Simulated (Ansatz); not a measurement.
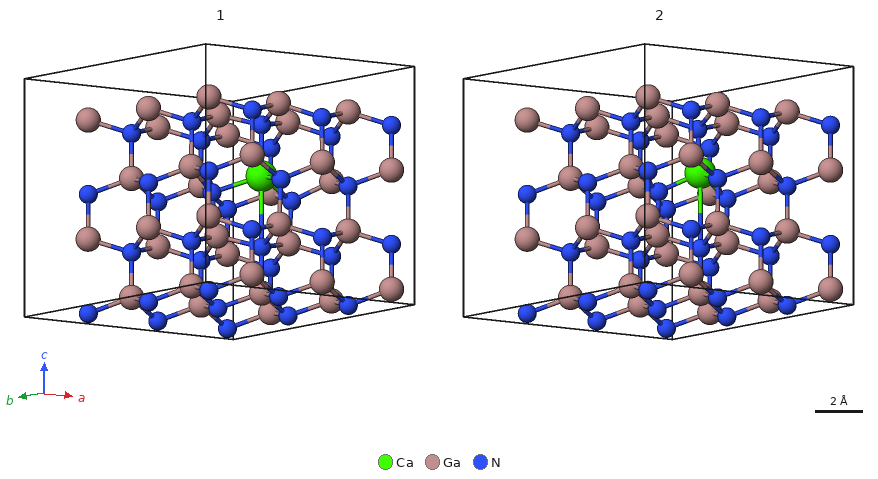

Two geometries of a defect cell of composition CaGa₃₅N₃₆, drawn at one scale. One is the start of a relaxation, the other its converged end. The picture is a ball-and-stick view of the cell of the calculation (origin shifted), seen from a free direction.

Theory: Ansatz, DFT PBE, scalar-relativistic, plane waves, PAW. (plane-wave cutoff 420 eV; k-point mesh 2 × 2 × 2; occupations gaussian; smearing width 0.01 eV; collinear spin; atoms relaxed in a fixed cell; force threshold 0.025 eV/Å; at most 45 steps)

### Which one is relaxed?

Structure 1 is the relaxed one. Case: Ca on a Ga site (b), charge +0, atoms relaxed at the host's cell. The largest move is that of an N atom, 0.35 Å along [−1 3 0]. Largest moves by element: N 0.35 Å, Ca 0.19 Å, Ga 0.07 Å. The lattice vectors keep their values. Among the contacts that change: Ca–N 1.926 → 2.252 Å, Ca–N 1.954 → 2.225 Å, Ca–N 3.350 → 3.129 Å, Ga–N 2.118 → 1.917 Å. Bond angles that change, for instance: Ca–N–Ga 116.4° → 100.8°, Ca–N–Ga 113.2° → 100.8°, Ca–N–Ga 111.8° → 100.8°. Over 4 geometry steps the energy falls by 2.968 eV per cell of the calculation. Largest force component: 5.4 eV/Å at the start, 0.018 eV/Å at the end. The run took 16 min on 8 threads of Intel(R) Xeon(R) Processor @ 2.50GHz (Skylake/Cascade Lake), on a shared host, peak memory 12 GiB.
